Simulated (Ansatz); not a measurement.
Relaxed Na (bcc, W type):

```
CELL_PARAMETERS angstrom
     -4.22229     4.22229     4.22229
      2.11115    -2.11115     2.11115
      2.11115     2.11115    -2.11115
ATOMIC_POSITIONS crystal
  Na 0.00000 0.00000 0.00000
  Na 0.50000 0.00000 0.00000
```

The atoms are displaced by Q × the pattern below (from a DFPT mode at N = (0.5, 0.0, 0.0), largest move 1; Q in Å), at fixed cell. (q is in reciprocal vectors of the primitive cell; the cell shown is doubled to hold the pattern.)

```json
[
 {"atom": "Na1", "x": "0.000", "y": "-0.707", "z": "-0.707"},
 {"atom": "Na2", "x": "0.000", "y": "0.707", "z": "0.707"}
]
```

Method: r2SCAN (plane waves to 500 eV, PAW, scalar-relativistic; Ansatz, a program for electronic structure). k mesh 8×16×16 (Γ-centred), Fermi-Dirac smearing 0.05 eV. Energies are smeared free energies. With partly filled bands, energies and forces of such displacements shift with the k mesh and the smearing. Na was relaxed with its symmetry unable to fall. The PAW data are Ansatz's earlier set. The zero of ΔE is the undisplaced structure.

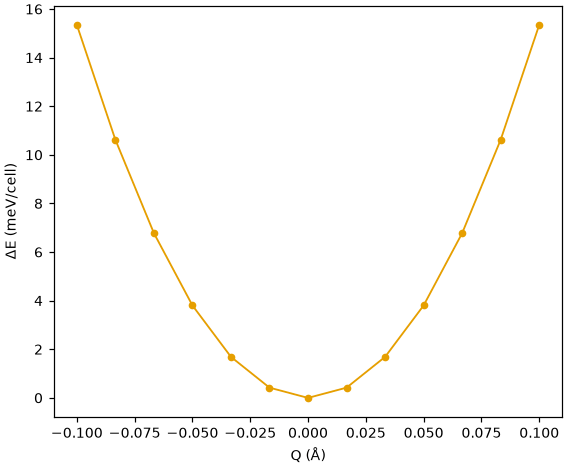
Figure. ΔE (meV/cell) against Q (Å); computed points joined by lines.

**Question.** What is the energy change at Q = 0.100 Å?

**Answer.** About 15 meV/cell.

**Question.** What harmonic wavenumber does the curvature at Q = 0 give?

**Answer.** About 130 cm⁻¹.

(A displaced cell: forces are minus the slopes of the energy, force constants its curvatures, and phonons follow from these.)
